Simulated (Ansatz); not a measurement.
Fluorite AuAl2, treated with r²SCAN (plane waves, PAW; Ansatz, a quantum-chemistry and plane-wave program).

Numerical settings: plane-wave cutoff 560 eV, 16×16×16 k mesh, Fermi–Dirac smearing 0.05 eV, scalar-relativistic PAW data made under PBE.

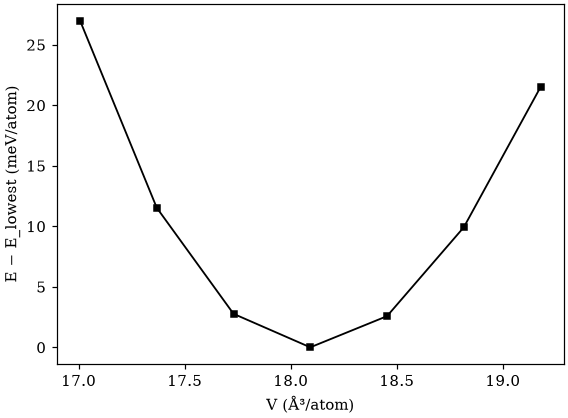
*Total energy against volume*

Task: From the curve, estimate the equilibrium volume and the bulk modulus.

Result: V0 ≈ 18.1 Å³/atom and B0 ≈ 120 GPa; the fit gives V0 = 18.091 Å³/atom, B0 = 118 GPa, B′ = 4.7.

Spin–orbit coupling is not included; it can shift volumes and moduli of such heavy elements.

The computed numbers hold no vibrational or temperature effects.

The result took around 2.7 core-minutes (rough).
